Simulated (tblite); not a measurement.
## Molecular dynamics, with input and output: C5H5F

System: C5H5F, SMILES C=C(F)C#CC.
Method: GFN2-xTB Langevin dynamics, gas phase (tblite 0.8.0).

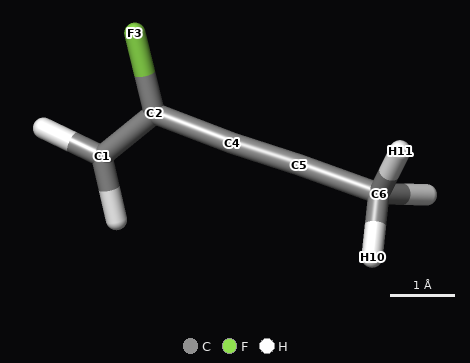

**Figure 1.** The input geometry (stick view, seen at a tilt; atoms are numbered from 1 in the order of the input).

The input
```
{"job": {"kind": "md", "xc": "GFN2-xTB", "basis": "xTB", "temperature": 600, "steps": 2000, "every": 50}, "charge": 0, "multiplicity": 1}
C     -2.507717     0.394880    -0.056248
C     -1.323741     0.529436    -0.638497
F     -1.238692     1.095453    -1.868761
C     -0.081223     0.130881    -0.097746
C      1.006803    -0.185592     0.307404
C      2.288513    -0.582765     0.833899
H     -2.589384    -0.050640     0.916518
H     -3.405017     0.727579    -0.545048
H      2.386640    -1.667620     0.793364
H      2.383114    -0.257159     1.869675
H      3.086131    -0.131782     0.244406
```

The first line tells a small driver script what to run in tblite; the rest is the geometry in Å.

Machine: 1 CPU thread, shared host.

Command:
```bash
OMP_NUM_THREADS=1 python <driver script> task.json out
```

Output
```
t/fs     T/K      E/eV
    0.0   526.4   -486.91849
   25.0   340.0   -486.46767
   50.0   432.9   -486.08324
   75.0   553.2   -486.41512
  100.0   609.5   -485.88475
  125.0   914.0   -486.50007
  150.0   835.2   -485.96487
  175.0   809.9   -486.15300
  200.0   686.5   -486.14474
  225.0   553.8   -486.02295
  250.0   870.6   -486.45484
  275.0   578.2   -486.14173
  300.0   720.3   -486.46124
  325.0   553.3   -485.54110
  350.0   829.7   -485.70213
  375.0   962.7   -485.93772
  400.0   763.7   -485.96155
  425.0   875.3   -485.84895
  450.0   763.5   -485.63731
  475.0   888.9   -485.73067
  500.0   984.2   -486.11347
  525.0  1131.9   -485.95250
  550.0  1057.8   -485.74116
  575.0   846.1   -485.29396
  600.0   892.2   -485.29495
  625.0  1133.6   -485.62373
  650.0  1069.5   -485.94526
  675.0   865.9   -485.92008
  700.0   918.3   -486.28158
  725.0   747.6   -485.85073
  750.0   712.1   -485.76975
  775.0   752.1   -486.01002
  800.0   565.5   -485.69801
  825.0   865.6   -486.02356
  850.0   617.2   -485.98190
  875.0   769.5   -486.04571
  900.0   740.0   -486.10583
  925.0   885.7   -485.75957
  950.0  1052.5   -486.11220
  975.0   763.5   -485.94805
 1000.0   802.1   -486.23782
```

Trajectory as extended XYZ (Å, eV, eV/Å), 9 of the 41 frames kept, from step=0 to step=40
```
11
Properties=species:S:1:pos:R:3:forces:R:3 step=0 time_fs=0.0 energy=-486.91849 temperature=526.4
C    -2.5077    0.3949   -0.0562    0.0002  -0.0007  -0.0008
C    -1.3237    0.5294   -0.6385    0.0028  -0.0009  -0.0013
F    -1.2387    1.0955   -1.8688    0.0024   0.0004  -0.0025
C    -0.0812    0.1309   -0.0977    0.0002   0.0028  -0.0016
C     1.0068   -0.1856    0.3074    0.0041  -0.0026   0.0047
C     2.2885   -0.5828    0.8339   -0.0009   0.0007  -0.0004
H    -2.5894   -0.0506    0.9165   -0.0006  -0.0034   0.0057
H    -3.4050    0.7276   -0.5450   -0.0064   0.0032  -0.0013
H     2.3866   -1.6676    0.7934    0.0013   0.0042  -0.0003
H     2.3831   -0.2572    1.8697   -0.0014  -0.0010  -0.0032
H     3.0861   -0.1318    0.2444   -0.0018  -0.0029   0.0010
11
Properties=species:S:1:pos:R:3:forces:R:3 step=5 time_fs=125.0 energy=-486.50007 temperature=914.0
C    -2.3540   -0.2328    0.1021    0.4110  -2.4456   3.1791
C    -1.3449    0.1699   -0.6113    0.1278   1.6277  -1.4160
F    -1.6899    0.9735   -1.6957    0.7532  -0.5166   0.2197
C     0.0232    0.0758   -0.2805    1.5719   0.5362   0.7132
C     1.1481    0.2364    0.1724   -0.8458  -0.5410  -0.6577
C     2.5344    0.1562    0.6725   -2.3549   0.7433   0.6155
H    -2.0945   -0.8456    1.0289   -0.3367   0.8033  -1.2330
H    -3.3870   -0.1911   -0.0587   -0.7977   0.4573  -0.6013
H     3.2123    0.3480   -0.0964    1.0663  -0.3580  -1.3333
H     2.6037   -0.7882    1.1845    0.5009  -0.2053   0.0515
H     2.6762    0.9968    1.3494   -0.0959  -0.1014   0.4623
11
Properties=species:S:1:pos:R:3:forces:R:3 step=10 time_fs=250.0 energy=-486.45484 temperature=870.6
C    -2.0923   -0.8735   -0.0846    2.4258  -0.4876   1.7392
C    -1.3140    0.0090   -0.6812    0.6325   0.6173   0.2015
F    -1.6194    0.6333   -1.8350   -0.3736  -0.0235  -0.0897
C    -0.0562    0.4394   -0.1451   -1.4403  -0.8627  -0.4888
C     1.0066    0.4661    0.4006    0.9232  -0.2951   0.2174
C     2.3295    0.8381    0.8162    0.5147   0.5402  -0.9931
H    -1.6741   -1.4192    0.7851   -0.1223   0.8104  -0.4006
H    -2.9561   -1.3243   -0.3606   -2.3015  -0.5135  -1.3104
H     3.1391    0.0778    0.8013   -0.9271   0.2690  -0.0386
H     2.2730    1.3240    1.7606    0.1179   0.1397   0.9775
H     2.5575    1.6328    0.0855    0.5506  -0.1943   0.1856
11
Properties=species:S:1:pos:R:3:forces:R:3 step=15 time_fs=375.0 energy=-485.93772 temperature=962.7
C    -2.2848   -0.8726    0.0278   -2.8245   0.2150  -1.7946
C    -1.3319   -0.0950   -0.4699   -0.6732   0.4294  -0.2320
F    -1.6566    0.5486   -1.6227    0.2058   0.1764  -0.4859
C    -0.0143    0.2666   -0.0371   -0.5796  -0.3877   0.0221
C     1.0852    0.7218    0.1695    0.7326  -1.1892  -0.4639
C     2.5150    0.9519    0.3792   -0.2942   0.9248  -1.1000
H    -2.2875   -1.3136    0.9269    1.1369  -1.4226   3.0946
H    -3.4363   -1.1368   -0.2843    3.0119   1.3333  -0.5267
H     2.4918    1.6913    1.1565    0.6734   0.4663   0.4743
H     3.0082    1.3755   -0.5415   -0.7803  -0.1008   0.7096
H     3.1660    0.1249    0.6356   -0.6089  -0.4450   0.3027
11
Properties=species:S:1:pos:R:3:forces:R:3 step=20 time_fs=500.0 energy=-486.11347 temperature=984.2
C    -2.2908   -0.0756    0.3506   -1.9284   1.3338   1.2923
C    -1.3747    0.2845   -0.5085    0.5754  -0.5976  -3.0212
F    -1.6089    0.3756   -1.9018   -0.1095  -0.0489   1.3844
C     0.0043    0.2455   -0.2245   -1.0579   0.4717  -0.1093
C     1.1655    0.4282    0.0017   -0.0729  -0.3749   0.0002
C     2.3951    0.3480    0.6826    0.9912  -0.7937   1.1868
H    -1.9817    0.1183    1.3466    0.4996  -0.6294   0.9689
H    -3.3899    0.0076    0.3558    0.7892  -0.4057  -1.0245
H     3.2589    0.0644    0.1384    0.6395  -0.2941  -1.3377
H     2.3353   -0.5088    1.4264   -0.1502   1.4366  -0.1488
H     2.6524    1.3423    1.0373   -0.1761  -0.0977   0.8088
11
Properties=species:S:1:pos:R:3:forces:R:3 step=25 time_fs=625.0 energy=-485.62373 temperature=1133.6
C    -2.4705    0.7019   -0.0402    0.0407   2.4107   4.8692
C    -1.3948    0.3975   -0.6420    3.9637  -3.7972  -2.0715
F    -1.6016   -0.6356   -1.5676    0.6687   0.6313  -0.7311
C     0.0031    0.4244   -0.2539    0.5663   1.2461   0.2230
C     1.1378    0.6219    0.1565    0.4374  -1.0838  -0.7030
C     2.5832    0.5175    0.6338   -3.7496   0.5021   0.2425
H    -2.1369    1.1597    0.9501   -1.6918   0.1638  -1.2071
H    -3.3604    0.2176   -0.2311   -1.5896  -0.1052  -0.2800
H     2.9074   -0.4726    0.7741    0.2878  -1.1725  -0.4423
H     2.4831    0.9340    1.5985    0.0666   0.4868   1.6036
H     3.2429    1.1589    0.1556    0.9997   0.7178  -1.5034
11
Properties=species:S:1:pos:R:3:forces:R:3 step=30 time_fs=750.0 energy=-485.76975 temperature=712.1
C    -2.1540    1.1526    0.0403   -1.9617   0.2713   0.1792
C    -1.4427    0.1985   -0.4591    4.4056  -2.6623   0.3362
F    -1.8369   -1.1183   -0.8501    0.2628   2.4372   0.6901
C     0.0393    0.3263   -0.2342   -1.7520   0.1026  -1.5587
C     1.1895    0.7008   -0.3022   -3.2870  -0.3438   0.0529
C     2.5289    0.8285   -0.0835    5.1435  -1.1407  -1.4441
H    -1.8844    2.1329    0.3006    0.9904   0.5441   0.2012
H    -3.1807    1.0045    0.1728   -1.5991  -0.1905  -0.1771
H     2.9637   -0.2522   -0.0900   -0.3753   1.4632  -0.2307
H     2.9324    1.2445    0.7954   -0.4474   0.5475   1.6594
H     3.1632    1.4427   -0.8342   -1.3799  -1.0286   0.2916
11
Properties=species:S:1:pos:R:3:forces:R:3 step=35 time_fs=875.0 energy=-486.04571 temperature=769.5
C    -2.5251    0.7496    0.2931    1.1529   3.2769   0.2512
C    -1.4619    0.1468   -0.2663    1.0571   0.4252   0.6168
F    -1.5711   -1.0007   -0.9770   -0.5031  -0.1945   0.1354
C    -0.0116    0.4515   -0.1658   -1.6029   0.4604  -0.1297
C     1.1603    0.7242   -0.2647    1.3687   0.0184   0.4115
C     2.6423    0.9510   -0.3838   -1.2138   1.2884   1.0537
H    -2.3433    1.9172    0.7007   -0.2543  -3.2964  -0.7386
H    -3.5960    0.5392    0.2442    0.9013  -0.3888  -0.2417
H     2.9401    0.3631   -1.2045    0.5120  -0.4827  -1.0932
H     3.3044    0.6850    0.4719   -1.0661  -0.0466  -0.2330
H     2.8385    2.0472   -0.5650   -0.3518  -1.0603  -0.0325
11
Properties=species:S:1:pos:R:3:forces:R:3 step=40 time_fs=1000.0 energy=-486.23782 temperature=802.1
C    -2.0647    1.3209    0.4328   -2.6082  -1.3234   0.7129
C    -1.3969    0.2480    0.0185    1.0753  -0.4607  -0.7493
F    -1.8738   -1.0063   -0.3645   -0.1762   1.4826   0.6770
C    -0.0008    0.3539   -0.2924    1.1858  -0.0111  -0.1125
C     1.1924    0.3968   -0.5438   -0.5179   0.1435  -0.8869
C     2.5114    0.7073   -1.1803   -2.1489  -0.7230   1.4537
H    -1.5497    2.2047    0.7198    0.1950   0.2521  -0.0732
H    -3.1959    1.2763    0.6924    2.0703   0.0584  -0.6432
H     3.1930   -0.0901   -1.1652    1.1072  -1.1873   1.3480
H     2.8230    1.5987   -0.6963    0.6937   0.6556  -0.0231
H     2.4267    0.7272   -2.2220   -0.8762   1.1135  -1.7034
```

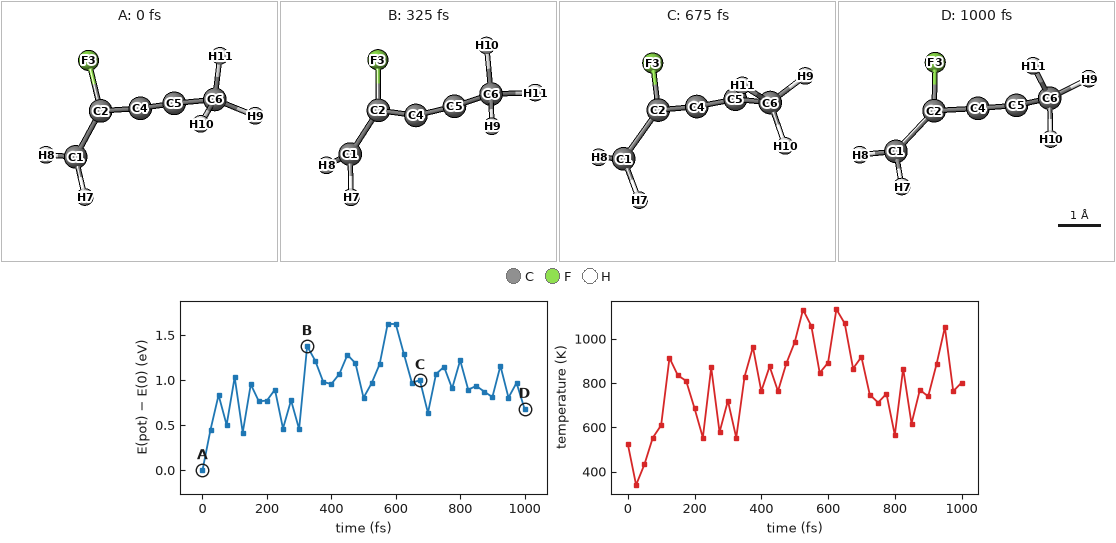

**Figure 2.** Frames of the molecular dynamics (ball-and-stick, seen at a tilt) above the curves, on which the letters mark them. The trajectory kept here has 41 frames over 1000 fs. The temperature starts at 526 K, ranges from 340 to 1134 K and averages 865 K over the second half. The potential energy ends 0.681 eV above its first value. After an unweighted best fit of the last frame on the first, the root-mean-square displacement is 0.52 Å, and H9 has moved furthest (0.90 Å).

Results in brief

```tsv
quantity	value
outcome	finished
mean temperature over the second half	865 K
trajectory	41 frames kept, 1000 fs
wall time	18 s
peak memory	0.19 GiB
```
